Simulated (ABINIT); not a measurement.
# InP (F-43m): G0W0 in ABINIT against the screening cutoff in the self-energy, part 2 of 2

How does the gap of InP (F-43m) converge in the screening cutoff in the self-energy?

ABINIT 10.8.3; PBE and many-body steps on it, plane waves. Known limits of the many-body steps: not at the basis limit; exchange with frozen shells missing; mesh may overstate the screening; no spin-orbit coupling; coarse k mesh.

So far. Step 5 (2.3 Ha): The gap on the mesh goes from 0.71 eV to 1.00 eV, a correction of +0.29 eV. Step 6 (3.2 Ha): Against the run before, the gap moves by +0.011 eV.

The database entry behind the starting cell differs from later determinations by our own check (0.1 to 0.3 % short, probably kX units), so it need not match the best structure at ambient conditions.

## 7. 4.9 Ha

Level of this step: G0W0 on PBE, plane waves, norm-conserving pseudopotentials (ABINIT).

File run.abi:

```
acell 3*1.0 Angstrom
rprim 
  -0.000000000000 2.930500000000 2.930500000000
  2.930500000000 -0.000000000000 2.930500000000
  2.930500000000 2.930500000000 -0.000000000000
ntypat 2
znucl 49 15
natom 2
typat 1 2
xred 
  0.000000000000 0.000000000000 0.000000000000
  0.250000000000 0.250000000000 0.250000000000
pp_dirpath "pseudos"
pseudos "In.upf, P.upf"
ecut 31
ngkpt 4 4 4
nshiftk 1
shiftk 0 0 0
kptopt 1
chksymbreak 0
istwfk *1
occopt 1
irdwfk 1
optdriver 4
nband 90
gwcalctyp 0
ecutsigx 31
symsigma 1
nkptgw 1
kptgw 
  0.0000000000 0.0000000000 0.0000000000
bdgw 
  7 13
ecuteps 4.9
irdscr 1
ppmodel 1
indata_prefix "in"
outdata_prefix "out"
tmpdata_prefix "tmp"
```

Run with:

```sh
$ OMP_NUM_THREADS=1 mpirun -n 4 abinit run.abi > log
```

Output:

```text
.Version 10.8.3 of ABINIT. v10.8.2 released Aug 2026.

 Symmetries : space group F-4 3 m (#216); Bravais cF (face-center cubic)
[... echo of the input left out ...]
== DATASET  1 ==================================================================
-   mpi_nproc: 4, omp_nthreads: 1 (-1 if OMP is not activated)

--- !DatasetInfo
iteration_state: {dtset: 1, }
dimensions: {natom: 2, nkpt: 8, mband: 90, nsppol: 1, nspinor: 1, nspden: 1, mpw: 2826, }
cutoff_energies: {ecut:  31.0, pawecutdg:  -1.0, }
[...]
11   8.562 -10.216  -6.368  -3.930   0.789  -0.267 -10.281  -0.065   8.497
       12   8.562 -10.216  -6.368  -3.930   0.789  -0.267 -10.281  -0.065   8.497
       13   8.562 -10.216  -6.368  -3.930   0.789  -0.267 -10.281  -0.065   8.497

== END DATASET(S) ==============================================================
================================================================================

 -outvars: echo values of variables after computation  --------
           etotal      0.0000000000E+00
            nband          90
             nkpt           8
          spgroup         216
 [... the other variables as echoed above ...]

 Calculation completed.
```

Wall time 4.7 s (4 MPI ranks of Arm Neoverse V1, shared host); peak memory 0.45 GiB; 18 s of CPU time.

This step gave:

```yaml
g0w0_gap_on_the_points_computed: 1.008 eV
starting_gap_on_the_mesh: 0.7094 eV
k_of_the_valence_top: 0, 0, 0
k_of_the_conduction_bottom: 0, 0, 0
least_direct_g0w0_gap_on_the_computed_points: 1.008 eV
```

Against the run before, the gap moves by +0.000 eV.

## 8. 6.5 Ha

run.abi, as its differences from that of step 7:

```diff
@@ -33,3 +33,3 @@
   7 13
-ecuteps 4.9
+ecuteps 6.5
 irdscr 1
```

Output:

```text
.Version 10.8.3 of ABINIT. v10.8.2 released Aug 2026.

 Symmetries : space group F-4 3 m (#216); Bravais cF (face-center cubic)
[... echo of the input left out ...]
== DATASET  1 ==================================================================
-   mpi_nproc: 4, omp_nthreads: 1 (-1 if OMP is not activated)

--- !DatasetInfo
iteration_state: {dtset: 1, }
dimensions: {natom: 2, nkpt: 8, mband: 90, nsppol: 1, nspinor: 1, nspden: 1, mpw: 2826, }
cutoff_energies: {ecut:  31.0, pawecutdg:  -1.0, }
[...]
11   8.562 -10.216  -6.368  -3.927   0.789  -0.267 -10.278  -0.062   8.500
       12   8.562 -10.216  -6.368  -3.927   0.789  -0.267 -10.278  -0.062   8.500
       13   8.562 -10.216  -6.368  -3.927   0.789  -0.267 -10.278  -0.062   8.500

== END DATASET(S) ==============================================================
================================================================================

 -outvars: echo values of variables after computation  --------
           etotal      0.0000000000E+00
            nband          90
             nkpt           8
          spgroup         216
 [... the other variables as echoed above ...]

 Calculation completed.
```

Elapsed: 7.8 s, on 4 MPI ranks; peak memory 0.71 GiB; 31 s of CPU time.

This step gave:

* G0W0 gap on the points computed: 1.003 eV
* starting gap on the mesh: 0.7094 eV
* k of the valence top: 0, 0, 0
* k of the conduction bottom: 0, 0, 0
* least direct G0W0 gap on the computed points: 1.003 eV

Against the run before, the gap moves by −0.005 eV.

## 9. Side by side

Times are wall times on 4 MPI ranks of Arm Neoverse V1, shared host, good to a factor of about two. A run's time includes the screening step that it read.

```csv
run,mesh,bands,screening cutoff (eV),DFT gap (eV),gap on the mesh (eV),direct (eV),ε∞ used,time
0.7 Ha,4×4×4,90,19,0.709,0.824,0.824,42.77,28 s
1.3 Ha,4×4×4,90,35.4,0.709,0.887,0.887,42.77,28 s
2.3 Ha,4×4×4,90,62.6,0.709,0.997,0.997,42.77,28 s
3.2 Ha,4×4×4,90,87.1,0.709,1.008,1.008,42.77,28 s
4.9 Ha,4×4×4,90,133.3,0.709,1.008,1.008,42.77,29 s
6.5 Ha,4×4×4,90,176.9,0.709,1.003,1.003,42.77,32 s
```

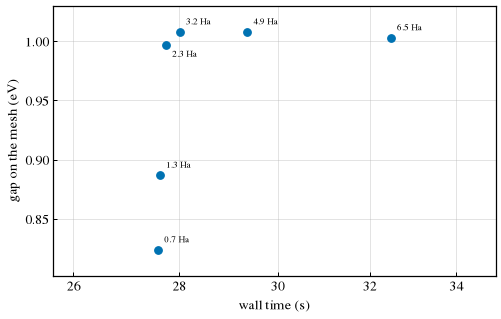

Result against wall time.

## 10. Summary of results

| Item | Value |
| --- | --- |
| 0.7 Ha | 0.824 eV |
| 1.3 Ha | 0.887 eV |
| 2.3 Ha | 0.997 eV |
| 3.2 Ha | 1.008 eV |
| 4.9 Ha | 1.008 eV |
| 6.5 Ha | 1.003 eV |
| known limits | not at the basis limit; exchange with frozen shells missing; mesh may overstate the screening; no spin-orbit coupling; coarse k mesh |

What this shows: The setting moved: screening cutoff in the self-energy. From 0.7 Ha to 6.5 Ha the gap moves by +0.18 eV. It holds to 0.03 eV from 2.3 Ha on. Bands and screening cutoff are coupled, so a series along one setting does not show full convergence. Bands and cutoff are finite, so the gap is not at the basis limit. The miss can reach some tenths of an eV and take either sign; the mesh is an error of its own. In the G0W0 runs levels were corrected at 1 k point alone, so a gap called «on the mesh» is the least over those, and an edge elsewhere would be missed. The 4×4×4 mesh is coarse for this cell, which bears on the long-range parts of exchange and screening. The norm-conserving file of at least one element keeps a d shell over frozen s and p shells of the same row. Exchange with those shells is missing from the self-energy, an error of 0.3 to 0.9 eV in cases checked, whose sign depends on which edge lies on those atoms. For the PBE start: The RPA ε∞ on this mesh reaches over 25; with a narrow direct gap a coarse mesh can overstate it, and the correction is then too small. The many-body steps are scalar-relativistic: spin-orbit coupling is not in them.

[Paths, hosts, dates, memory and timing lines, banners, echoed tables and standing remarks are left out of the program output.]

[Logs are printed without paths, hosts, clocks, repeated set-up lines and the standing remarks that a program may print on its own settings, such as how far it seeks lower states.]

[Runs of the session that timed out or met a known fault of the program may be left out.]

[Hosts, paths, dates, database ids (printed as entryN), source tags and the programs' standing remarks are cut or masked in the printed files.]

[G0W0 gaps are taken among the corrected bands and points alone; a level outside them can change the order at an edge.]

[Where Ansatz stands beside ABINIT at settings called matched, ABINIT's density can come from a denser mesh and the files from another edition; pairs whose starting gaps differed by over 0.03 eV were left out, so agreement reads better than it is.]
